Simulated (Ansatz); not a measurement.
# CH₃ClGe (SMILES [CH3][Ge][Cl]): what the fields show

```yaml
atoms:
  - { symbol: C, position_ang: [-0.0687, -0.6607, -0.1537] }
  - { symbol: Cl, position_ang: [1.3461, 2.0765, 0.3281] }
  - { symbol: Ge, position_ang: [-0.2580, 0.8122, 1.1653] }
  - { symbol: H, position_ang: [0.9582, -1.0621, -0.1158] }
  - { symbol: H, position_ang: [-0.2216, -0.2669, -1.1728] }
  - { symbol: H, position_ang: [-0.7863, -1.4736, 0.0356] }
```

Geometry: PBE0-D3(BJ)/def2-SVP.

Method: isolated molecule in a Gaussian basis; Kohn-Sham density functional theory, functional PBE0 in Ansatz 0.2.0.

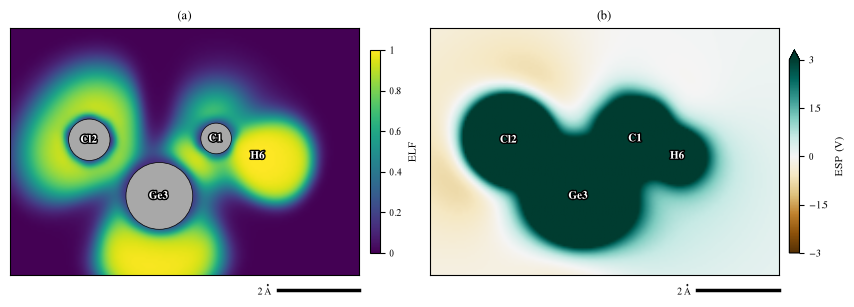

Figure 1. (a) ELF; (b) electrostatic potential on the plane of atoms C1, Ge3 and Cl2. Grey discs cover the atomic cores in the ELF map.

**Read the bonding off the picture.**

- Atoms in the plane: C, Cl, Ge and H.
- C–Ge (1.99 Å): the ELF peaks at about 0.90 in the valence shell of C, 0.7 Å from its nucleus, and is about 0.70 at the midpoint.
- Ge–Cl (2.21 Å): the ELF peaks at about 0.85 in the valence shell of Cl, 0.8 Å from its nucleus, and is about 0.65 at the midpoint.
- C–H (1.10 Å): the ELF climbs to about 1 towards the hydrogen, as it does in any bond to H: a covalent bond by its length.
- The ELF also peaks beside Cl2, away from the bonds: lone-pair regions.
- Outside the dense part of the molecule the potential is most negative (−0.8 V) near Cl2.

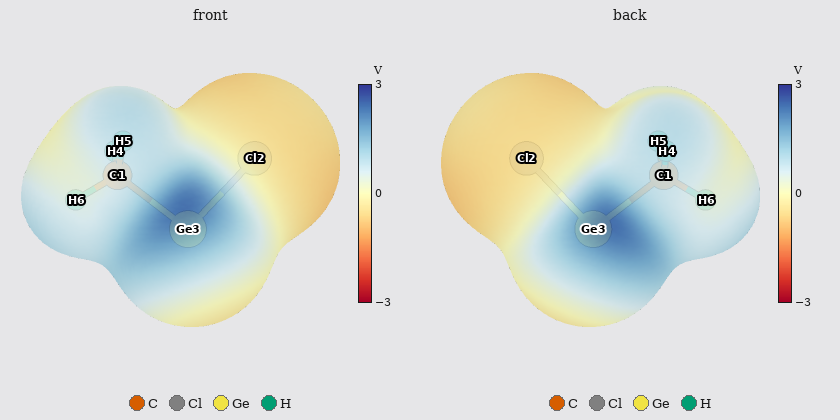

Figure 2. The molecular electrostatic potential painted on the density surface at 0.002 e/bohr³, seen from the front and from behind; red is negative and blue positive.

**Where is the surface potential most negative and most positive?**

The most negative region (about −0.8 V) lies over Cl2, the most positive (about +2.4 V) over Ge3.

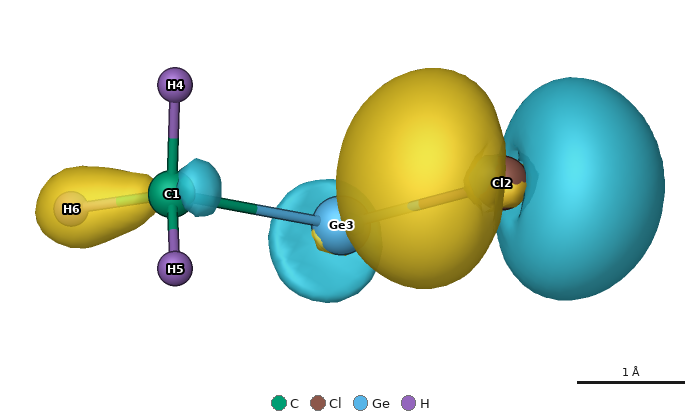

Figure 3. The HOMO−1 at ±0.15 Å⁻³ᐟ² (yellow and cyan are the two phases), seen from one side.

**Describe this orbital and give its energy.**

Its weight (Hirshfeld) is mainly on Cl2 (about 80 %) and Ge3 (about 15 %); largely a lone pair of Cl2. Its energy is −8.98 eV.
